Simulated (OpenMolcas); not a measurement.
# Multiconfigurational calculation for Pr⁴⁺ complex

Pr⁴⁺ with 8 ligands (F; square antiprism, 2.27 Å), neutralised by 8 outer point charges of +0.5 e, whose field is part of the energies. Computed at this level: state-averaged CASSCF, active space 1 electron in the shell 4f, basis ANO-RCC-VDZP on the metal and ANO-RCC-VDZP on the ligands, DKH2 scalar Hamiltonian, spin-orbit coupling by RASSI with atomic mean-field integrals (OpenMolcas).

**Input file**
```
&GATEWAY
Coord
9

Pr 0.0 0.0 0.0
F 1.869123 0.774216 1.029499
F -0.774216 1.869123 1.029499
F -1.869123 -0.774216 1.029499
F 0.774216 -1.869123 1.029499
F 1.869123 -0.774216 -1.029499
F 0.774216 1.869123 -1.029499
F -1.869123 0.774216 -1.029499
F -0.774216 -1.869123 -1.029499
Basis=Pr.ANO-RCC-VDZP,F.ANO-RCC-VDZP
Group=NoSym
NoMove
AngMom=0.0 0.0 0.0
AMFI
RICD
XField
8 Angstrom 0
3.845288 1.592770 2.117956 0.500000
-1.592770 3.845288 2.117956 0.500000
-3.845288 -1.592770 2.117956 0.500000
1.592770 -3.845288 2.117956 0.500000
3.845288 -1.592770 -2.117956 0.500000
1.592770 3.845288 -2.117956 0.500000
-3.845288 1.592770 -2.117956 0.500000
-1.592770 -3.845288 -2.117956 0.500000
&SEWARD
&RASSCF
FileOrb=start.orb
Symmetry=1
Spin=2
nActEl=1 0 0
Inactive=67
Ras2=7
CIRoot=7 7 1
SDav=7
CIMx=300
Iter=150 100
PrWF=0.3
OrbListing=Nothing
MaxOrb=0
LevShft=1.0
>>> COPY $Project.JobIph JOB001
&RASSI
NrOfJobIphs=1 7
1 2 3 4 5 6 7
IphNames
JOB001
EJob
SpinOrbit
DIPRint=1.0
SOCoupling=1000.0
Subsets=2
Property=9
'ANGMOM' 1 'ANGMOM' 2 'ANGMOM' 3 'MLTPL  1' 1 'MLTPL  1' 2 'MLTPL  1' 3
'AMFI' 1 'AMFI' 2 'AMFI' 3
SOProperty=3
'ANGMOM' 1 'ANGMOM' 2 'ANGMOM' 3
```

The file start.orb holds starting orbitals from an earlier step. A driver script formed the levels outside the program, from RASSI's spin-orbit matrix and the active-space energies, averaged over the components of each term or state.

Run as:
```bash
OMP_NUM_THREADS=1 MOLCAS_MEM=2457 MOLCAS_PROJECT=a pymolcas a.inp > a.log  # once for each step of the input, in one work folder
```

**Output (extracts)**
```
--- SEWARD ---
Basis set label: PR.ANO-RCC...7S6P4D2F1G.

      Electronic valence basis set:
      ------------------
      Associated Effective Charge  59.000000 au
      Associated Actual Charge     59.000000 au
      Nuclear Model: Point charge

      Shell  nPrim  nBasis  Cartesian Spherical Contaminant
         s      25       7        X
         p      22       6        X
         d      15       4                 X
         f      11       2                 X
         g       4       1                 X
                  Relativistic Douglas-Kroll-Hess integrals:
                    - DKH order of Hamiltonian: 2
                    - DKH order of Properties : 0
                  Atomic mean-field integrals
--- RASSCF ---
Wave function specifications:
      -----------------------------

      Number of closed shell electrons         134
      Number of electrons in active shells       1
      Max number of holes in RAS1 space          0
      Max nr of electrons in RAS3 space          0
      Number of inactive orbitals               67
      Number of active orbitals                  7
      Number of secondary orbitals             106
      Spin quantum number                      0.5
      State symmetry                             1
Orbital specifications:
      -----------------------

      Symmetry species                           1
                                                 a
      Frozen orbitals                            0
      Inactive orbitals                         67
      Active orbitals                            7
      RAS1 orbitals                              0
      RAS2 orbitals                              7
      RAS3 orbitals                              0
      Secondary orbitals                       106
      Deleted orbitals                           0
      Number of basis functions                180
      Number of CSFs                             7
      Number of root(s) required                 7
      Iter CI   SX   CI       RASSCF       Energy    max ROT     max BLB   max BLB  Level Ln srch  Step   QN
          iter iter root      energy       change     param      element    value   shift minimum  type update
 Nr of preliminary CI iterations:   1
      Total energies have been shifted. Add               -10000.00 au
        1   1    9    0   -26.38463859    0.00E+00  -8.58E-02   26 107 1 -4.46E-01*  1.09   0.00    SX    NO
        2   1   10    0   -27.61109056   -1.23E+00* -3.14E-02   25 106 1 -1.32E-01*  0.80   0.00    SX    NO
        3   1    9    0   -27.80536872   -1.94E-01*  1.03E-02   64 172 1  5.02E-02*  0.89   0.00    SX    NO
        4   1    9    0   -27.83612701   -3.08E-02*  5.95E-03   46  76 1  2.09E-02*  0.91   0.00    SX    NO
        5   1    9    0   -27.84560690   -9.48E-03*  7.18E-03   46  76 1  1.20E-02*  0.91   2.34    LS   YES
        6   1    8    0   -27.85027383   -4.67E-03* -1.88E-03   25 106 1  1.14E-02*  0.93   1.11    QN   YES
        7   1    8    0   -27.85102743   -7.54E-04* -1.42E-03   26  98 1 -4.87E-03*  0.92   1.77    LS   YES
        8   1    8    0   -27.85120286   -1.75E-04* -1.19E-03   29 109 1 -2.93E-03*  0.92   1.02    QN   YES
        9   1    7    0   -27.85131381   -1.11E-04* -6.69E-04   26 107 1 -1.65E-03*  0.92   1.56    LS   YES
       10   1    7    0   -27.85133031   -1.65E-05*  3.37E-04   21 102 1  1.86E-03*  0.92   1.00    QN   YES
       11   1    7    0   -27.85135082   -2.05E-05*  3.09E-04   64 172 1  6.51E-04*  0.92   1.92    LS   YES
       12   1    7    0   -27.85135691   -6.09E-06*  1.49E-04   18 108 1  7.60E-04*  0.92   1.00    QN   YES
       13   1    6    0   -27.85135861   -1.70E-06*  7.62E-05   25 106 1  1.83E-04*  0.92   1.51    LS   YES
       14   1    6    0   -27.85135885   -2.41E-07*  4.09E-05   18 108 1 -1.87E-04*  0.92   1.06    QN   YES
       15   1    6    0   -27.85135908   -2.31E-07*  2.40E-05   18 108 1 -8.84E-05   0.92   1.59    LS   YES
       16   1    6    0   -27.85135912   -3.66E-08* -3.27E-05   27  71 1 -6.08E-05   0.92   1.00    QN   YES
       17   1    5    0   -27.85135916   -4.35E-08* -2.90E-05   27  71 1 -4.00E-05   0.92   1.89    LS   YES
       18   1    5    0   -27.85135917   -1.29E-08* -9.66E-06   18 108 1  3.88E-05   0.92   1.05    QN   YES
       19   1    4    0   -27.85135918   -5.26E-09  -7.86E-06   27  99 1 -1.24E-05   0.92   1.57    QN   YES
      Convergence after 19 iterations
       20   1    4    0   -27.85135918   -1.40E-09  -7.86E-06   27  71 1 -3.94E-06   0.92   1.57    QN   YES
      Natural orbitals and occupation numbers for root  1
      sym 1:   0.000000   0.000000   1.000000   0.000000  -0.000000   0.000000   0.000000
      Natural orbitals and occupation numbers for root  2
      sym 1:  -0.000000  -0.000000  -0.000000   0.000000   1.000000   0.000000   0.000000
      Natural orbitals and occupation numbers for root  3
      sym 1:   0.000000  -0.000000   1.000000  -0.000000   0.000000   0.000000   0.000000
::    RASSCF root number  1 Total energy: -10027.85455429
::    RASSCF root number  2 Total energy: -10027.85455429
::    RASSCF root number  3 Total energy: -10027.85278203
::    RASSCF root number  4 Total energy: -10027.84949992
::    RASSCF root number  5 Total energy: -10027.84949992
::    RASSCF root number  6 Total energy: -10027.84931190
::    RASSCF root number  7 Total energy: -10027.84931190
--- RASSI ---
SPIN-FREE ENERGIES:
  (Shifted by EMIN (a.u.) =     -10027.8545542940)

 SF State       Relative EMIN(au)   Rel lowest level(eV)    D:o, cm**(-1)

     1             0.0000000000        0.0000000000              0.0000
     2             0.0000000000        0.0000000000              0.0000
     3             0.0017722621        0.0482257093            388.9666
     4             0.0050543754        0.1375365604           1109.3072
     5             0.0050543770        0.1375366043           1109.3075
     6             0.0052423937        0.1426527985           1150.5724
     7             0.0052423937        0.1426527985           1150.5724
     Dipole printing threshold changed to   1.00000000E+00

++ Dipole transition strengths (spin-free states):
   -----------------------------------------------
     for osc. strength at least  1.00000000E+00

  ( Max oscillator strength is only    3.1166468905442503E-007 )
--
Eigenvalues of complex Hamiltonian:
   -----------------------------------
  (Shifted by EMIN (a.u.) =     -10027.8545542940)

 SO State       Relative EMIN(au)   Rel lowest level(eV)    D:o, cm**(-1)

     1            -0.0073482403        0.0000000000              0.0000
     2            -0.0073482403        0.0000000000              0.0000
     3            -0.0048864118        0.0669897674            540.3089
     4            -0.0048864118        0.0669897674            540.3089
     5            -0.0028750375        0.1217220500            981.7545
     6            -0.0028750375        0.1217220500            981.7545
     7             0.0071069207        0.3933449687           3172.5411
     8             0.0071069207        0.3933449687           3172.5411
     9             0.0079156203        0.4153508062           3350.0302
    10             0.0079156203        0.4153508062           3350.0302
    11             0.0111408810        0.5031146219           4057.8931
    12             0.0111408810        0.5031146219           4057.8931
    13             0.0113120694        0.5077728937           4095.4646
    14             0.0113120694        0.5077728937           4095.4646
Weights of the five most important spin-orbit-free states for each spin-orbit state.

 SO State  Total energy (au)           Spin-free states, spin, and weights
 -------------------------------------------------------------------------------------------------------
    1        -0.007348       3 0.5  0.3690    1 0.5  0.3155    2 0.5  0.3155    6 0.5  0.0000    7 0.5  0.0000
    2        -0.007348       3 0.5  0.3690    1 0.5  0.3155    2 0.5  0.3155    6 0.5  0.0000    7 0.5  0.0000
    3        -0.004886       4 0.5  0.2695    5 0.5  0.2695    2 0.5  0.2305    1 0.5  0.2305    6 0.5  0.0000
    4        -0.004886       4 0.5  0.2695    5 0.5  0.2695    2 0.5  0.2305    1 0.5  0.2305    6 0.5  0.0000
    5        -0.002875       7 0.5  0.4269    6 0.5  0.4269    5 0.5  0.0731    4 0.5  0.0731    1 0.5  0.0000
    6        -0.002875       7 0.5  0.4269    6 0.5  0.4269    5 0.5  0.0731    4 0.5  0.0731    1 0.5  0.0000
    7         0.007107       3 0.5  0.6310    1 0.5  0.1845    2 0.5  0.1845    7 0.5  0.0000    6 0.5  0.0000
    8         0.007107       3 0.5  0.6310    1 0.5  0.1845    2 0.5  0.1845    7 0.5  0.0000    6 0.5  0.0000
    9         0.007916       2 0.5  0.2695    1 0.5  0.2695    4 0.5  0.2305    5 0.5  0.2305    6 0.5  0.0000
   10         0.007916       2 0.5  0.2695    1 0.5  0.2695    4 0.5  0.2305    5 0.5  0.2305    6 0.5  0.0000
   11         0.011141       5 0.5  0.4269    4 0.5  0.4269    6 0.5  0.0731    7 0.5  0.0731    2 0.5  0.0000
   12         0.011141       5 0.5  0.4269    4 0.5  0.4269    6 0.5  0.0731    7 0.5  0.0731    2 0.5  0.0000
```

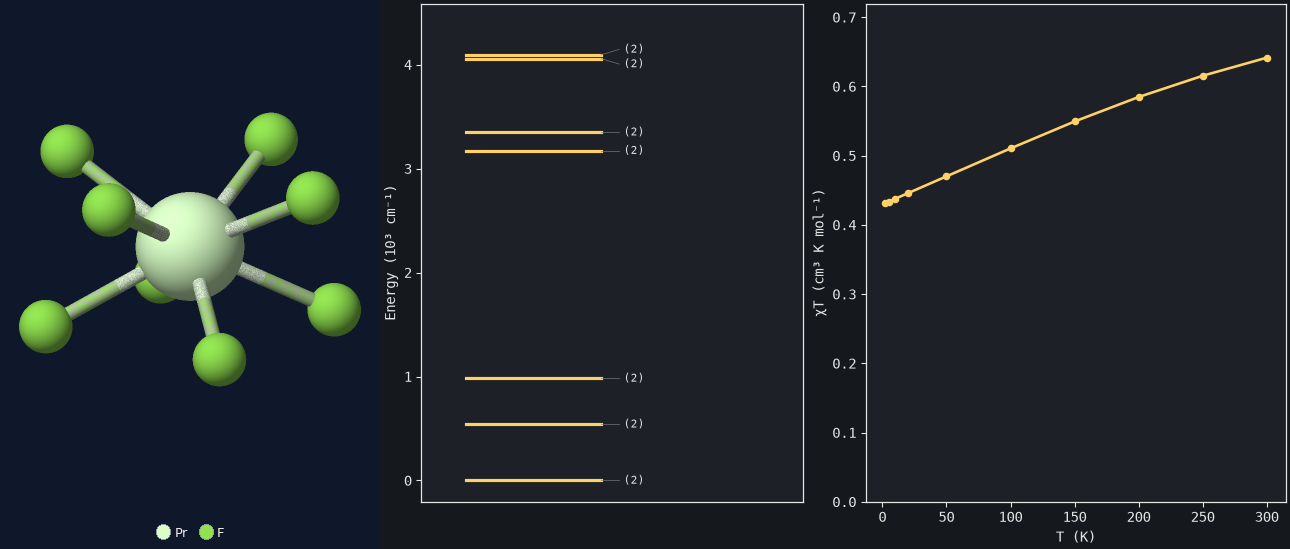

Fig. 1: Pr⁴⁺ (4f) with 8 ligands, F⁻, at 2.27 Å (arrangement: square antiprism, D4d), axial distortion 1.1, neutralised by outer point charges of +0.5 e, and its levels and susceptibility. Labels give the representation in O, Td, D4 or D3 as the site allows (double group for half-integer spin) where it could be assigned and, in brackets, the degeneracy; spin-free states, where drawn, share the zero of the spin-orbit levels. Powder susceptibility by Van Vleck's formula. The ground level is a Kramers doublet, 100 % from states of spin multiplicity 2, effective J = 2.52, with |mJ| = 1/2 the largest share (100 %). Its principal g values are 0.73, 2.57 and 2.57, easy-plane. The next level lies at 540 cm⁻¹. The lowest J multiplet spreads over 982 cm⁻¹. χT is 0.431 cm³ K mol⁻¹ at 2 K and 0.642 at 300 K, an effective moment of 2.27 μB. The active orbitals hold 99 to 100 % metal character (Löwdin), and the Mulliken charge of the metal is +2.86.

**Key numbers**

| quantity | value |
| --- | --- |
| outcome | converged |
| energy of the lowest spin-free term | −10027.85455 hartree |
| energy of the lowest spin-orbit level | −10027.86190 hartree |
| largest spread among components of a term | 0.0 cm⁻¹ |
| hardware | 1 thread of Arm Neoverse V1, 24 GiB of memory available, shared host |
| wall time | 79 s |
| peak memory | 0.6 GiB |

**Remarks**

Caveats: covalent bonds, ligand orbitals missing from the active space; distances are set from ionic radii, not optimised.
